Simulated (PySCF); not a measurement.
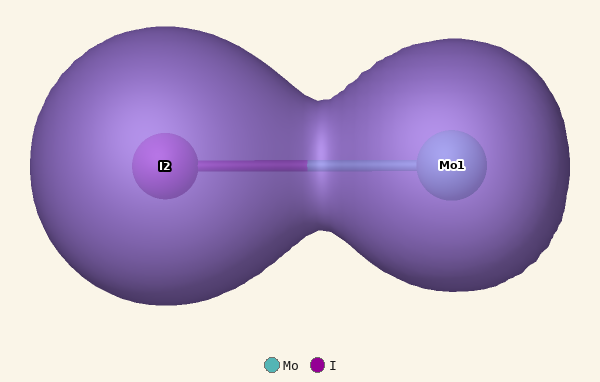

Figure 1: MoI (sextet). Isosurface of the electron density at 0.3 e/Å³ (purple), seen from one side.

Core potentials replace the inner electrons of Mo and I.

Computed with PBE0/def2-TZVPP, non-relativistic Hamiltonian with scalar-relativistic core potentials where named, at a bond length of 2.641 Å (PySCF 2.14.0).

| atom | x (Å) | y (Å) | z (Å) |
| --- | --- | --- | --- |
| Mo | 0.0000 | 0.0000 | -1.4908 |
| I | 0.0000 | 0.0000 | 1.1502 |

Question: How is the density connected at this value?

Answer: At this value the surface is in one piece. It bridges the sampled Mo–I (2.64 Å) contact, where the density stays above the isovalue. On the grid the lowest density along these lines, outside the cores, is 0.48 e/Å³ (Mo–I, 2.64 Å).
